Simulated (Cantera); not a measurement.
Feed: 1 mol borazine, a varied amount of H2, held at 2025 °C and 0.113 Torr.

Method: chemical equilibrium by Gibbs-energy minimisation in Cantera with the NASA 1993 tables (ideal gas, pure condensed phases). Candidate condensed phases: B, BN; 15 gas species. The feed counts by its element totals alone. The tables' values for BH2 are old estimates; treat these amounts as uncertain. Equilibrium is a limit: real reactors are often held back by kinetics, nucleation or transport.

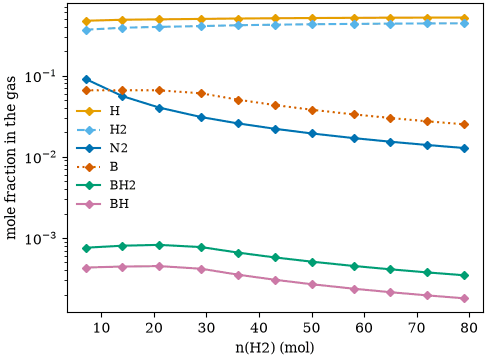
*Equilibrium gas composition (values under 1e-9 drawn at 1e-9)*

From 7 mol H2 to 21 mol H2 the condensed part is B(s). From 29 mol H2 to 79 mol H2 nothing is condensed. The main B-bearing gas is B throughout.
